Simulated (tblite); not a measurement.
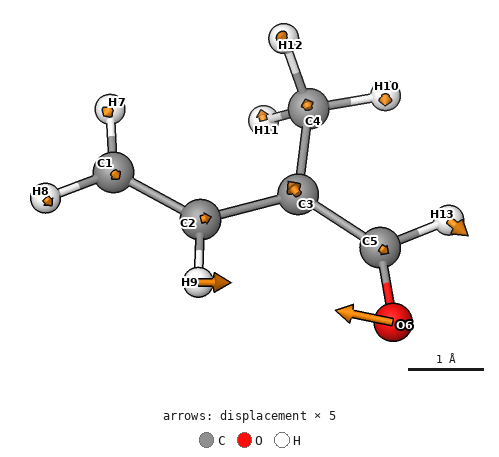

This is a relaxation of C₅H₇O (multiplicity 2). The starting structure is drawn; orange arrows show the displacements, magnified 5 times. The two geometries are superimposed by the best rigid fit.

Style: ball-and-stick. Shown from a free direction.

Computed with tblite, GFN2-xTB geometry optimisation, gas phase. 

**What did the optimiser do to the structure, and how much energy did it gain?**

O6 moves most after the best rigid fit: 0.16 Å. Largest moves by element: O 0.16 Å, H 0.09 Å, C 0.05 Å. Near-neighbour distances that change, for instance: C3–C5 1.360 → 1.440 Å, C5–O6 1.266 → 1.219 Å, C2–C3 1.448 → 1.410 Å, C4–H12 1.105 → 1.091 Å. Among the angles between lasting bonds that change: C3–C5–O6 133.1° → 125.4°, O6–C5–H13 113.9° → 120.2°, C2–C3–C5 121.1° → 118.0°. After 35 geometry steps the energy has fallen by 6.27 kcal/mol. The run took 0.3 s on 1 thread of Intel(R) Xeon(R) Platinum 8259CL CPU @ 2.50GHz, on a shared host.
